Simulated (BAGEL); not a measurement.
**CH6GeSi (SMILES [CH2]1[SiH2][GeH2]1), step by step**

We compute the energy (HF/cc-pVDZ), then a single-point energy (NEVPT2(2,2)/cc-pVDZ), then the energy (CASPT2(2,2)/cc-pVDZ) of CH6GeSi. 

The results are computed with BAGEL 1.2.2.

## 1. Starting point

CH6GeSi: 9 atoms, total charge 0, spin state singlet. As SMILES, `[CH2]1[SiH2][GeH2]1`. The Ge3–H8 distance was set to 3.516 Å, away from the relaxed value. At this shape a bond of the SMILES string is far longer than usual.

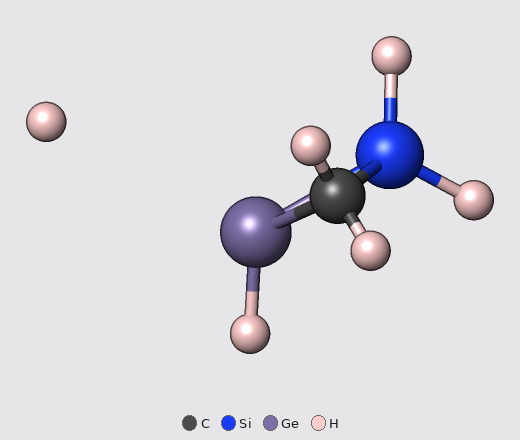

The structure, seen from a chosen angle (carbon dark grey, silicon blue, germanium purple, hydrogen pink).

## 2. The energy at HF/cc-pVDZ (density fitting with svp-jkfit) (run 1)

The input, job.json:

```json
{ "bagel": [

{
  "title": "molecule",
  "basis": "cc-pvdz.json",
  "df_basis": "svp-jkfit",
  "angstrom": true,
  "geometry": [
    { "atom": "C", "xyz": [      -1.298834,       1.940332,      -0.281467 ] },
    { "atom": "Si", "xyz": [       0.315366,       2.737732,       0.260833 ] },
    { "atom": "Ge", "xyz": [      -0.612834,       0.910132,       1.297933 ] },
    { "atom": "H", "xyz": [      -2.219634,       2.494832,      -0.120667 ] },
    { "atom": "H", "xyz": [      -1.309734,       1.404932,      -1.227267 ] },
    { "atom": "H", "xyz": [       0.229966,       4.085532,       0.871133 ] },
    { "atom": "H", "xyz": [       1.478266,       2.589632,      -0.645767 ] },
    { "atom": "H", "xyz": [       0.399400,      -2.377500,       0.568600 ] },
    { "atom": "H", "xyz": [      -1.470534,       1.033932,       2.557533 ] }
  ]
},

{ "title": "hf" },

{ "title": "print", "file": "orbitals.molden", "orbitals": true }

]}
```

The basis set cc-pVDZ is read from a file made from the Basis Set Exchange's data (not shown).

Started as:

```bash
$ BAGEL_NUM_THREADS=1 BAGEL job.json > job.out
```

What it wrote:

```text
* using 1 threads per process

  ===============================================================
  ===============================================================

  *** Geometry ***

  { "atom" : "C", "xyz" : [     -2.454441,      3.666696,     -0.531896 ] },
  { "atom" : "Si", "xyz" : [      0.595955,      5.173564,      0.492903 ] },
  { "atom" : "Ge", "xyz" : [     -1.158088,      1.719900,      2.452738 ] },
  { "atom" : "H", "xyz" : [     -4.194500,      4.714549,     -0.228028 ] },
  { "atom" : "H", "xyz" : [     -2.475039,      2.654937,     -2.319199 ] },
  { "atom" : "H", "xyz" : [      0.434573,      7.720537,      1.646203 ] },
  { "atom" : "H", "xyz" : [      2.793518,      4.893695,     -1.220323 ] },
  { "atom" : "H", "xyz" : [      0.754757,     -4.492824,      1.074498 ] },
  { "atom" : "H", "xyz" : [     -2.778907,      1.953848,      4.833037 ] },

  Number of auxiliary basis functions:      577

  Since a DF basis is specified, we compute 2- and 3-index integrals:
    o Being stored without compression. Storage requirement is 0.037 GB

  Number of basis functions:       89
  Number of electrons      :       58

    * METHOD: MOLECULE                             0.45

  *** RHF ***

  === Nuclear Repulsion ===
   247.6845837172

      * DIIS with orbital gradients will be used.

  === RHF iteration (cc-pvdz.json) ===
      0      -2405.20805512          0.01296873           0.14
      1      -2405.32264474          0.00828891           0.13
      2      -2405.36876328          0.00138199           0.12
      3      -2405.37100546          0.00029355           0.12
      4      -2405.37109367          0.00012255           0.12
      5      -2405.37111696          0.00004762           0.13
      6      -2405.37112239          0.00002289           0.11
      7      -2405.37112393          0.00001037           0.12
      8      -2405.37112435          0.00000557           0.11
      9      -2405.37112446          0.00000208           0.11
     10      -2405.37112447          0.00000063           0.11
     11      -2405.37112447          0.00000033           0.12
     12      -2405.37112447          0.00000012           0.11
     13      -2405.37112447          0.00000004           0.11
     14      -2405.37112447          0.00000002           0.12
     15      -2405.37112447          0.00000001           0.12
     16      -2405.37112447          0.00000001           0.11
    * SCF iteration converged.

    * Permanent dipole moment:
           (    0.443908,    -1.867139,     0.024019) a.u.

    * METHOD: HF                                   2.40

    * METHOD: PRINT                                0.02

  ===============================================================
```

Wall time 3.3 s (1 thread of Arm Neoverse V1, shared host); peak memory 0.15 GiB.

## 3. The energy at NEVPT2(2,2)/cc-pVDZ (density fitting with svp-jkfit) (run 2)

The input, input.json:

```json
{ "bagel" : [

{
  "title" : "molecule",
  "basis" : "cc-pvdz.json",
  "df_basis" : "svp-jkfit",
  "angstrom" : true,
  "geometry" : [
    { "atom" : "C", "xyz" : [      -1.298834,       1.940332,      -0.281467 ] },
    { "atom" : "Si", "xyz" : [       0.315366,       2.737732,       0.260833 ] },
    { "atom" : "Ge", "xyz" : [      -0.612834,       0.910132,       1.297933 ] },
    { "atom" : "H", "xyz" : [      -2.219634,       2.494832,      -0.120667 ] },
    { "atom" : "H", "xyz" : [      -1.309734,       1.404932,      -1.227267 ] },
    { "atom" : "H", "xyz" : [       0.229966,       4.085532,       0.871133 ] },
    { "atom" : "H", "xyz" : [       1.478266,       2.589632,      -0.645767 ] },
    { "atom" : "H", "xyz" : [       0.399400,      -2.377500,       0.568600 ] },
    { "atom" : "H", "xyz" : [      -1.470534,       1.033932,       2.557533 ] }
  ]
},

{
  "title" : "hf",
  "charge" : 0
},

{
  "title" : "nevpt2",
  "nstate" : 1,
  "nact" : 2,
  "nclosed" : 28,
  "charge" : 0,
  "active" : [29, 30],
  "maxiter" : 200,
  "natocc" : true,
  "ncore" : 15
},

{
  "title" : "print",
  "file" : "orbitals.molden",
  "orbitals" : true
}

]}
```

The basis set cc-pVDZ is read from a file made from the Basis Set Exchange's data (not shown).

Started as:

```bash
$ BAGEL_NUM_THREADS=1 BAGEL input.json > input.out
```

What it wrote:

```text
* using 1 threads per process

  ===============================================================
  ===============================================================

  *** Geometry ***

  { "atom" : "C", "xyz" : [     -2.454441,      3.666696,     -0.531896 ] },
  { "atom" : "Si", "xyz" : [      0.595955,      5.173564,      0.492903 ] },
  { "atom" : "Ge", "xyz" : [     -1.158088,      1.719900,      2.452738 ] },
[... 5 lines of this table left out ...]
  { "atom" : "H", "xyz" : [     -2.778907,      1.953848,      4.833037 ] },

  Number of auxiliary basis functions:      577

  Since a DF basis is specified, we compute 2- and 3-index integrals:
    o Being stored without compression. Storage requirement is 0.037 GB

[... 18 lines left out ...]
    * SCF iteration converged.
[... 1 line left out ...]
    * Permanent dipole moment:
[... 28 lines left out ...]
    * Second-order optimization converged. *

     guess   0:   closed 1.                   open ..

  === FCI iteration ===

      0  0     -2405.35439702     8.16e-02      0.00
      1  0     -2405.46536287     1.35e-02      0.00
      2  0 *   -2405.46765943     1.78e-16      0.00

     * ci vector, state   0, <S^2> = 0.0000
       2.     0.8193118075
       .2    -0.5733482032

  === DF-NEVPT2 calculation ===

    * 3-index integral transformation done
    * assembly done

      NEVPT2 correlation energy:   -0.3404750952      0.21

          (+0)     -0.3038277114
          (+0)'    -0.0044873040
          (+1)     -0.0097971966
          (+1)'    -0.0000000000
          (+2)     -0.0000844111
          (-1)     -0.0219767468
          (-1)'     0.0000000000
          (-2)     -0.0003017253

      NEVPT2 total energy:       -2405.8081345229

    * METHOD: NEVPT2                               6.96

    * METHOD: PRINT                                0.02

  ===============================================================
```

It took 10 s on 1 thread of Arm Neoverse V1, shared host; peak memory 0.16 GiB.

## 4. The energy at CASPT2(2,2)/cc-pVDZ (density fitting with svp-jkfit) (run 3)

input.json, as its differences from that of step 3:

```diff
@@ -20,24 +20,9 @@
 
-{
-  "title" : "hf",
-  "charge" : 0
-},
+{ "title" : "hf" },
 
-{
-  "title" : "nevpt2",
-  "nstate" : 1,
-  "nact" : 2,
-  "nclosed" : 28,
-  "charge" : 0,
-  "active" : [29, 30],
-  "maxiter" : 200,
-  "natocc" : true,
-  "ncore" : 15
-},
+{ "title" : "casscf", "nstate" : 1, "nact" : 2, "nclosed" : 28, "active" : [29, 30], "maxiter" : 200, "natocc" : true },
 
-{
-  "title" : "print",
-  "file" : "orbitals.molden",
-  "orbitals" : true
-}
+{ "title" : "print", "file" : "orbitals.molden", "orbitals" : true },
+
+{ "title" : "smith", "method" : "caspt2", "ms" : true, "xms" : true, "sssr" : true, "shift" : 0.2, "shift_imag" : true, "ncore" : 15 }
```

The basis set cc-pVDZ is read from a file made from the Basis Set Exchange's data (not shown).

Started as:

```bash
$ BAGEL_NUM_THREADS=1 BAGEL input.json > input.out
```

What it wrote:

```text
* using 1 threads per process

  ===============================================================
  ===============================================================

  *** Geometry ***

  { "atom" : "C", "xyz" : [     -2.454441,      3.666696,     -0.531896 ] },
  { "atom" : "Si", "xyz" : [      0.595955,      5.173564,      0.492903 ] },
  { "atom" : "Ge", "xyz" : [     -1.158088,      1.719900,      2.452738 ] },
[... 5 lines of this table left out ...]
  { "atom" : "H", "xyz" : [     -2.778907,      1.953848,      4.833037 ] },

  Number of auxiliary basis functions:      577

  Since a DF basis is specified, we compute 2- and 3-index integrals:
    o Being stored without compression. Storage requirement is 0.037 GB

[... 18 lines left out ...]
    * SCF iteration converged.
[... 1 line left out ...]
    * Permanent dipole moment:
[... 27 lines left out ...]
    * Second-order optimization converged. *
[... 9 lines left out ...]
     * ci vector, state   0, <S^2> = 0.0000
[... 16 lines left out ...]
    * Zeroth order energy : state  0       -0.3665929813
[... 4 lines left out ...]
       #      aibj      arbs      arbi      airj      risj      airs      arst      rist         Etot      error   time
[... 2 lines left out ...]
       0  -0.30157  -0.00039  -0.02394  -0.01091  -0.00016  -0.00441  -0.00000  -0.00000   -0.3413721  0.0003473   0.10
       1  -0.30159  -0.00039  -0.02395  -0.01093  -0.00016  -0.00446  -0.00000  -0.00000   -0.3414793  0.0000467   0.09
       2  -0.30159  -0.00039  -0.02395  -0.01093  -0.00016  -0.00446  -0.00000  -0.00000   -0.3414813  0.0000062   0.09
       3  -0.30159  -0.00039  -0.02395  -0.01093  -0.00016  -0.00446  -0.00000  -0.00000   -0.3414814  0.0000010   0.09
       4  -0.30159  -0.00039  -0.02395  -0.01093  -0.00016  -0.00446   0.00000   0.00000   -0.3414814  0.0000002   0.09

      ------------------------------------------------------------------------------------------------------------------

    * CASPT2 energy : state  0    -2405.8125036255
        w/o shift correction      -2405.8091407992
        reference weight              0.8670953887

    * METHOD: SMITH                                0.78

  ===============================================================
```

It took 9.9 s on 1 thread of Arm Neoverse V1, shared host; peak memory 0.21 GiB.

## 5. Results

```
                                quantity           value
         run 1, HF/cc-pVDZ: total energy  -2405.37112 Eh
        run 1, HF/cc-pVDZ: dipole moment          4.88 D
          run 1, HF/cc-pVDZ: HOMO energy        -7.36 eV
          run 1, HF/cc-pVDZ: LUMO energy        -1.48 eV
        run 1, HF/cc-pVDZ: HOMO–LUMO gap         5.88 eV
run 2, NEVPT2(2,2)/cc-pVDZ: total energy  -2405.80813 Eh
run 3, CASPT2(2,2)/cc-pVDZ: total energy  -2405.81250 Eh
```

**Reading.** One bond (run 1, HF/cc-pVDZ) is far stretched, which a spin-restricted single reference describes badly; a broken-symmetry solution may lie lower.
